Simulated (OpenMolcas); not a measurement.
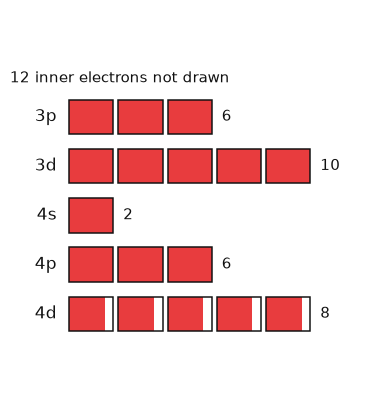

**Figure 1.** The outer shells of the leading configuration of the lowest level: a box for each of the 2l + 1 orbitals, shaded by the share of the shell that is filled, with the electron count at the right.

Ag³⁺: multiconfigurational calculation

- system: Ag³⁺.
- method: state-averaged SS-CASPT2, IPEA shift 0.4, closed shells 4s 4p correlated, active space 8 electrons in the shell 4d, basis ANO-R1, X2C scalar Hamiltonian, spin-orbit coupling by RASSI with atomic mean-field integrals (OpenMolcas)

### The program's output (extracts)
```
--- CASPT2 ---
Orbital specifications:
      -----------------------

      Symmetry species                           1   2
                                                ag  au
      Frozen orbitals                            8   6
      Inactive orbitals                          1   3
      Active orbitals                            5   0
      Secondary orbitals                         7  10
      Deleted orbitals                           0   0
      Number of basis functions                 21  19
Type of calculation                        MS-CASPT2
      Fock operator                              state-specific
      IPEA shift                                 0.40
      Real shift                                 0.00
      Imaginary shift                            0.00
      The input orbitals will be transformed to quasi-canonical
Reference energy:       -5310.6563872320
      E2 (Non-variational):      -0.3008056728
      E2 (Variational):          -0.3008056614
      Total energy:           -5310.9571928934
      Residual norm:              0.0000002718
      Reference weight:           0.94788
      Contributions to the CASPT2 correlation energy
      Active & Virtual Only:         -0.1704561277
      One Inactive Excited:          -0.0990321029
      Two Inactive Excited:          -0.0313174422
Reference energy:       -5310.6563872320
      E2 (Non-variational):      -0.3009156326
      E2 (Variational):          -0.3009156211
      Total energy:           -5310.9573028531
      Residual norm:              0.0000002726
      Reference weight:           0.94784
      Contributions to the CASPT2 correlation energy
      Active & Virtual Only:         -0.1705797608
      One Inactive Excited:          -0.0990135666
      Two Inactive Excited:          -0.0313223052
::    CASPT2 Root  1     Total energy:  -5310.95719289
::    CASPT2 Root  2     Total energy:  -5310.95730285
::    CASPT2 Root  3     Total energy:  -5310.95730139
::    CASPT2 Root  4     Total energy:  -5310.95697139
::    CASPT2 Root  5     Total energy:  -5310.95716772
::    CASPT2 Root  6     Total energy:  -5310.95676505
::    CASPT2 Root  7     Total energy:  -5310.95751276
::    CASPT2 Root  8     Total energy:  -5310.89409118
::    CASPT2 Root  9     Total energy:  -5310.89409119
::    CASPT2 Root 10     Total energy:  -5310.89409119
::    MS-CASPT2 Root  1     Total energy:  -5310.95864274
::    MS-CASPT2 Root  2     Total energy:  -5310.95781253
::    MS-CASPT2 Root  3     Total energy:  -5310.95757487
::    MS-CASPT2 Root  4     Total energy:  -5310.95715358
::    MS-CASPT2 Root  5     Total energy:  -5310.95694851
::    MS-CASPT2 Root  6     Total energy:  -5310.95637635
::    MS-CASPT2 Root  7     Total energy:  -5310.95584495
::    MS-CASPT2 Root  8     Total energy:  -5310.89406533
::    MS-CASPT2 Root  9     Total energy:  -5310.89404397
::    MS-CASPT2 Root 10     Total energy:  -5310.89402481
--- CASPT2 ---
Orbital specifications:
      -----------------------

      Symmetry species                           1   2
                                                ag  au
      Frozen orbitals                            8   6
      Inactive orbitals                          1   3
      Active orbitals                            5   0
      Secondary orbitals                         7  10
      Deleted orbitals                           0   0
      Number of basis functions                 21  19
Type of calculation                        MS-CASPT2
      Fock operator                              state-specific
      IPEA shift                                 0.40
      Real shift                                 0.00
      Imaginary shift                            0.00
      The input orbitals will be transformed to quasi-canonical
Reference energy:       -5310.5952550978
      E2 (Non-variational):      -0.3122552370
      E2 (Variational):          -0.3122552292
      Total energy:           -5310.9075103271
      Residual norm:              0.0000001460
      Reference weight:           0.94499
      Contributions to the CASPT2 correlation energy
      Active & Virtual Only:         -0.1756214411
      One Inactive Excited:          -0.0992321008
      Two Inactive Excited:          -0.0374016951
Reference energy:       -5310.5952550978
      E2 (Non-variational):      -0.3123022152
      E2 (Variational):          -0.3123022071
      Total energy:           -5310.9075573049
      Residual norm:              0.0000001536
      Reference weight:           0.94498
      Contributions to the CASPT2 correlation energy
      Active & Virtual Only:         -0.1756803580
      One Inactive Excited:          -0.0992204506
      Two Inactive Excited:          -0.0374014067
::    CASPT2 Root  1     Total energy:  -5310.90751033
::    CASPT2 Root  2     Total energy:  -5310.90755730
::    CASPT2 Root  3     Total energy:  -5310.90747767
::    CASPT2 Root  4     Total energy:  -5310.90754531
::    CASPT2 Root  5     Total energy:  -5310.90755956
::    CASPT2 Root  6     Total energy:  -5310.87084169
::    CASPT2 Root  7     Total energy:  -5310.87174462
::    CASPT2 Root  8     Total energy:  -5310.87157624
::    CASPT2 Root  9     Total energy:  -5310.87127022
::    CASPT2 Root 10     Total energy:  -5310.87152668
::    CASPT2 Root 11     Total energy:  -5310.87200471
::    CASPT2 Root 12     Total energy:  -5310.87131666
::    CASPT2 Root 13     Total energy:  -5310.87108975
::    CASPT2 Root 14     Total energy:  -5310.87112248
::    CASPT2 Root 15     Total energy:  -5310.75242231
::    MS-CASPT2 Root  1     Total energy:  -5310.90765040
::    MS-CASPT2 Root  2     Total energy:  -5310.90762597
::    MS-CASPT2 Root  3     Total energy:  -5310.90757953
::    MS-CASPT2 Root  4     Total energy:  -5310.90756158
::    MS-CASPT2 Root  5     Total energy:  -5310.90750098
::    MS-CASPT2 Root  6     Total energy:  -5310.87373290
::    MS-CASPT2 Root  7     Total energy:  -5310.87257029
::    MS-CASPT2 Root  8     Total energy:  -5310.87242593
::    MS-CASPT2 Root  9     Total energy:  -5310.87154821
::    MS-CASPT2 Root 10     Total energy:  -5310.87152936
::    MS-CASPT2 Root 11     Total energy:  -5310.87107976
::    MS-CASPT2 Root 12     Total energy:  -5310.87039202
::    MS-CASPT2 Root 13     Total energy:  -5310.86963175
::    MS-CASPT2 Root 14     Total energy:  -5310.86932874
::    MS-CASPT2 Root 15     Total energy:  -5310.75240812
```

### Spin-orbit levels, grouped by J and assigned

```
Configuration                Level  E (eV)  LS purity (%)  Landé g
          4d⁸                  ³F₄       0             99    1.248
          4d⁸                  ³F₃  0.5249            100    1.084
          4d⁸                  ³F₂  0.7352             83    0.727
          4d⁸  J = 2 (even, mixed)   1.613             45    1.164
          4d⁸                  ³P₁   2.241            100    1.501
          4d⁸                  ³P₀   2.265             97        –
          4d⁸                  ³P₂   2.294             57    1.276
          4d⁸                  ¹G₄   2.757             99    1.002
          4d⁸                  ¹S₀   6.073             97        –
```

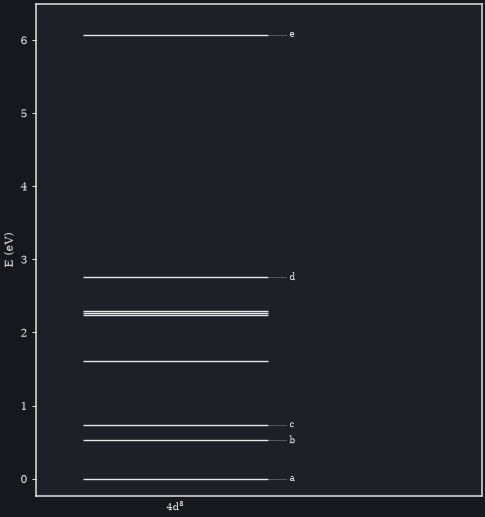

**Figure 2.** The lowest computed levels of Ag³⁺, 5 of them lettered. a: 4d⁸ ³F₄ at 0; b: 4d⁸ ³F₃ at 0.525 eV; c: 4d⁸ ³F₂ at 0.735 eV; d: 4d⁸ ¹G₄ at 2.76 eV; e: 4d⁸ ¹S₀ at 6.07 eV.

### The input
```
&GATEWAY
Coord
1

Ag 0.0 0.0 0.0
Basis=ANO-R1
Group=XYZ
NoMove
AngMom=0.0 0.0 0.0
AMFI
&SEWARD
&RASSCF
FileOrb=start.orb
Symmetry=1
Spin=3
nActEl=8 0 0
Inactive=9 9
Ras2=5 0
CIRoot=10 10 1
SDav=10
CIMx=300
Iter=120 100
PrWF=0.3
OrbListing=Nothing
MaxOrb=0
Atom
>>> COPY $Project.JobIph JOB001
&RASSCF
FileOrb=start.orb
Symmetry=1
Spin=1
nActEl=8 0 0
Inactive=9 9
Ras2=5 0
CIRoot=15 15 1
SDav=15
CIMx=300
Iter=120 100
PrWF=0.3
OrbListing=Nothing
MaxOrb=0
Atom
>>> COPY $Project.JobIph JOB002
&RASSI
NrOfJobIphs=2 10 15
1 2 3 4 5 6 7 8 9 10
1 2 3 4 5 6 7 8 9 10 11 12 13 14 15
IphNames
JOB001
JOB002
EJob
SpinOrbit
DIPRint=1.0
SOCoupling=1000.0
Subsets=2
MEES
Property=10
'ANGMOM' 1 'ANGMOM' 2 'ANGMOM' 3 'MLTPL  1' 1 'MLTPL  1' 2 'MLTPL  1' 3
'AMFI' 1 'AMFI' 2 'AMFI' 3 'MLTPL  2' 6
SOProperty=3
'ANGMOM' 1 'ANGMOM' 2 'ANGMOM' 3
>>> COPY JOB001 $Project.JobIph
&CASPT2
Multistate=10 1 2 3 4 5 6 7 8 9 10
Frozen=8 6
IPEA=0.4
MaxIter=60
WThr=0.0 0.3 0.05
PrWF=0.5
NoMix
>>> COPY JOB002 $Project.JobIph
&CASPT2
Multistate=15 1 2 3 4 5 6 7 8 9 10 11 12 13 14 15
Frozen=8 6
IPEA=0.4
MaxIter=60
WThr=0.0 0.3 0.05
PrWF=0.5
NoMix
```

The file start.orb holds starting orbitals from an earlier step. A driver script formed the levels outside the program, from RASSI's spin-orbit matrix and the CASPT2 energies (for multi-state variants, the effective Hamiltonian), averaged over the components of each term or state. The log and the time are those of the CASPT2 step.

Run as:
```bash
OMP_NUM_THREADS=1 MOLCAS_MEM=2252 MOLCAS_PROJECT=a pymolcas a.inp > a.log  # once for each step of the input, in one work folder
```

### Summary

| quantity | value |
| --- | --- |
| outcome | converged; degenerate states are split by up to 255 cm⁻¹ |
| lowest level | 4d⁸ ³F₄ |
| first excited level | 4d⁸ ³F₃, 4,233 cm⁻¹ (measured: 4,172) |
| energy of the lowest spin-free term | −5310.95717 hartree |
| energy of the lowest spin-orbit level | −5310.97185 hartree |
| CASPT2 correlation energy | −0.3008 hartree |
| largest spread among components of a term | 255.3 cm⁻¹ |
| lowest reference weight | 0.942 |
| hardware | 1 thread of Arm Neoverse V1, 24 GiB of memory available, shared host |
| wall time | 2.4 s |

### Notes

The components of ¹G, which symmetry makes degenerate, are split by 255 cm⁻¹ in CASPT2, and those of 1 more by over 50 cm⁻¹. This is an artefact; the levels of such states rest on averages and are uncertain by about as much. The run is of multi-state type; this report uses its single-state energies. Caveats: small basis contracted for the neutral atom, rough for a high charge; only configurations of the active space are included.
